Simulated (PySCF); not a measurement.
# CH₁₀OSi₂, SMILES `C.[SiH3]O[SiH3]`: electronic structure

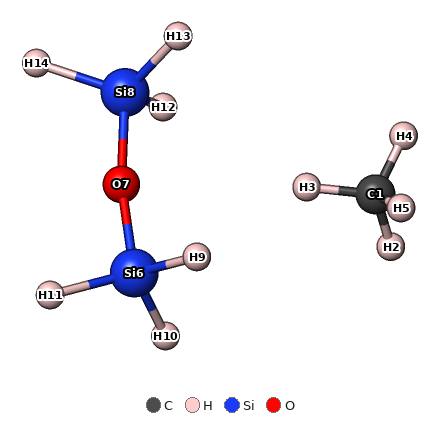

The molecule, with its atoms numbered as below. The pair's geometry is semi-empirical, so its contact may be too short or too long.

Coordinates in Å:

```
C1       3.1411    0.2069   -0.0008
H2       3.5258   -0.1641   -0.9419
H3       2.0596    0.2287   -0.0353
H4       3.5179    1.2066    0.1734
H5       3.4643   -0.4445    0.8006
Si6     -0.5865   -1.6528    0.0096
O7      -0.8511   -0.0583   -0.0508
Si8     -0.8714    1.5576    0.0097
H9       0.2538   -1.9127    1.1775
H10      0.0897   -2.0125   -1.2353
H11     -1.9046   -2.2710    0.1304
H12     -0.1342    2.0330   -1.1598
H13     -0.2188    1.9555    1.2562
H14     -2.2810    1.9384   -0.0249
```

Part 1: Bonding charge

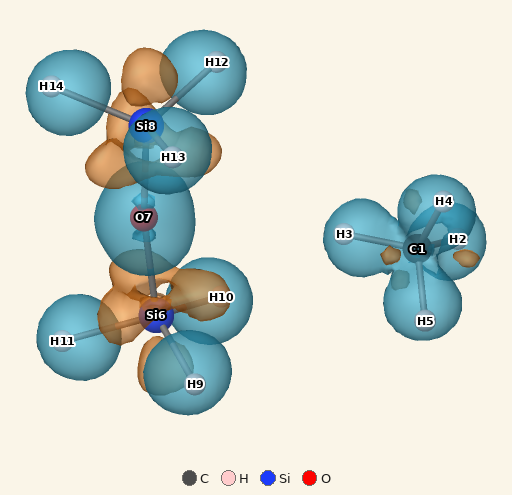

Deformation density (molecule less spherical, spin-averaged free atoms at the same positions), surfaces at ±0.09 e/Å³; light blue: gain, orange: loss.

PySCF calculation, BP86/def2-SVP, gas phase; geometry: GFN2-xTB.

Q: Describe the bonding that the map shows.

A: The five largest and four smallest: C1–H5: +0.64 e/Å³ at the bond critical point (bond length 1.08 Å, Mayer order 1.0). C1–H2: +0.64 e/Å³ at the bond critical point (bond length 1.08 Å, Mayer order 1.0). C1–H4: +0.64 e/Å³ at the bond critical point (bond length 1.08 Å, Mayer order 1.0). C1–H3: +0.63 e/Å³ at the bond critical point (bond length 1.08 Å, Mayer order 1.0). Si8–H14: +0.18 e/Å³ at the bond critical point (bond length 1.46 Å, Mayer order 0.9). Si6–H9: +0.18 e/Å³ at the bond critical point (bond length 1.46 Å, Mayer order 0.9). Si8–H13: +0.18 e/Å³ at the bond critical point (bond length 1.46 Å, Mayer order 0.9). O7–Si8: −0.01 e/Å³ at the bond critical point (bond length 1.62 Å, Mayer order 1.1); up to 0.6 Å beside the axis the gain reaches +0.23 e/Å³. Si6–O7: −0.01 e/Å³ at the bond critical point (bond length 1.62 Å, Mayer order 1.1); up to 0.6 Å beside the axis the gain reaches +0.23 e/Å³. In all, 3.0 electrons gather in the regions of gain relative to the promolecule. A small or negative value marks a very polar bond, one between electron-rich atoms, whose free-atom densities already overlap strongly, a long bond to a heavier atom, or a closed-shell contact such as a hydrogen bond.

Part 2: Local ionisation energy

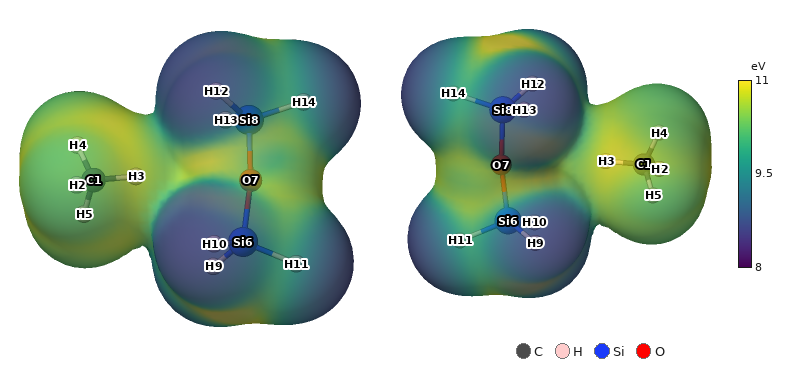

Average local ionisation energy on the surface of electron density 0.001 a.u. (back view left, front view right).

Q: Where are the most loosely bound electrons on this surface?

A: The lowest value is 8.6 eV, 1.5 Å from H12, and at like points elsewhere. Further minima include 8.6 eV, 1.5 Å from H11, and at like points elsewhere. For comparison, the highest occupied orbital lies at −7.1 eV.

Q: What volume does the surface enclose, and what is the dipole moment?

A: About 154 Å³; the dipole moment is 0.2 D.

Part 3: Weak contacts

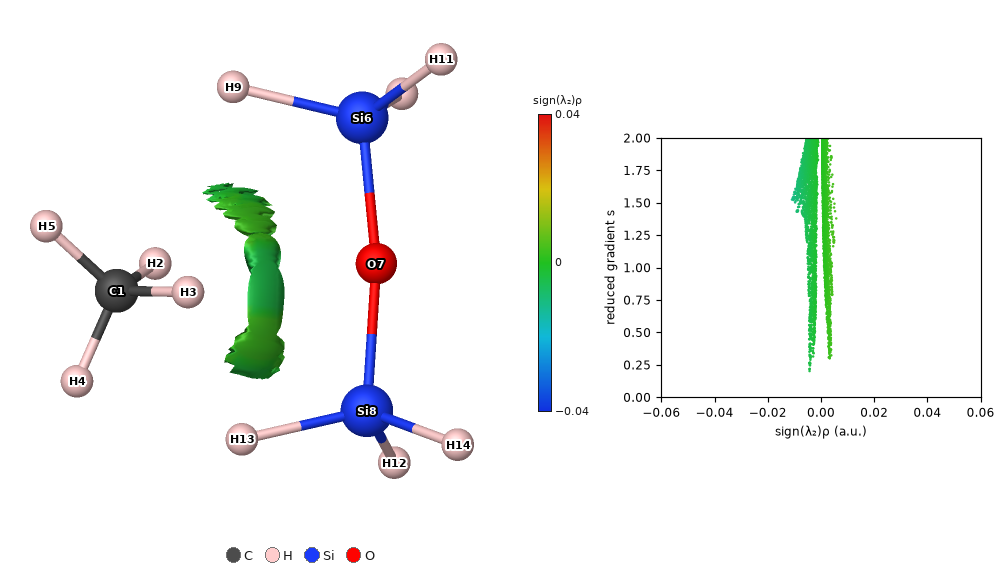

Non-covalent interaction surfaces between the fragments (reduced density gradient s = 0.5, coloured by sign(λ₂)ρ in a.u.; trimmed to the region between the fragments where ρ is under 0.06 a.u.). Fragment A: H4C (atoms 1–5); fragment B: Si2H6O. The plot gives s against sign(λ₂)ρ for grid points between the fragments.

Q: Interpret the surfaces between the fragments.

A: Bond critical points between the fragments: H3···O7, 2.92 Å, ρ = 0.004 a.u. It is weak and appears green (van der Waals range). The pose is a local one from a semi-empirical search, not shown to be the most stable.

Q: How strongly are they bound?

A: The counterpoise-corrected interaction energy of the frozen fragments is +1.0 kcal/mol without dispersion correction and −1.0 kcal/mol with D3(BJ). The pair geometry is semi-empirical, not a minimum at this level.

Part 4: Binding density

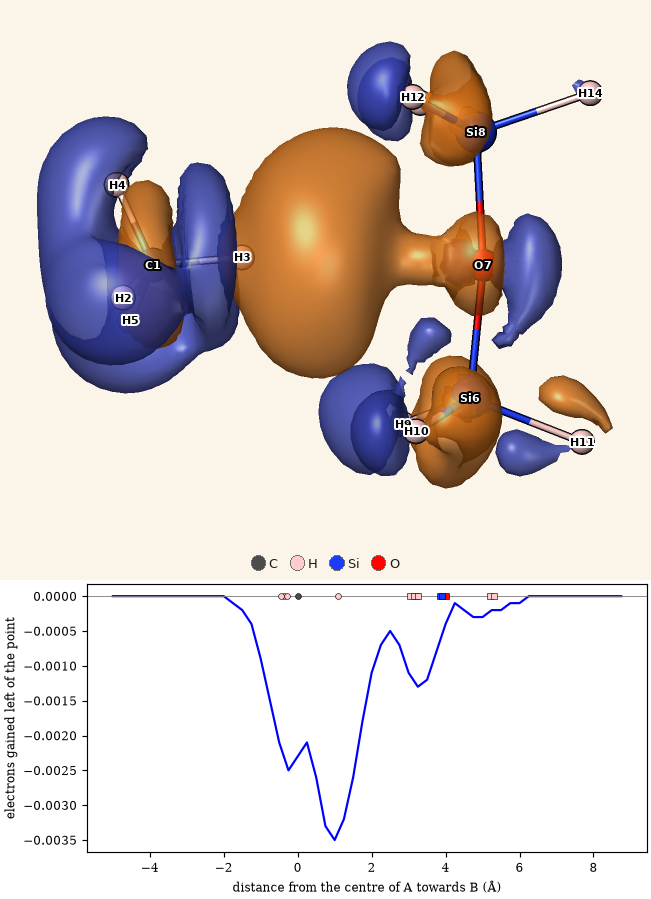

Density of the complex less the densities of the two fragments at the same geometry, ±0.00015 e/Å³ (orange: gain, blue: loss). Fragment A: H4C (atoms 1–5); fragment B: Si2H6O. Below: the charge-displacement curve along the line of centres (A on the left).

Q: Which way does charge flow?

A: Hirshfeld charges show almost no net transfer (under 0.005 e). 0.01 e is displaced in all, which induces a dipole of 0.05 D.
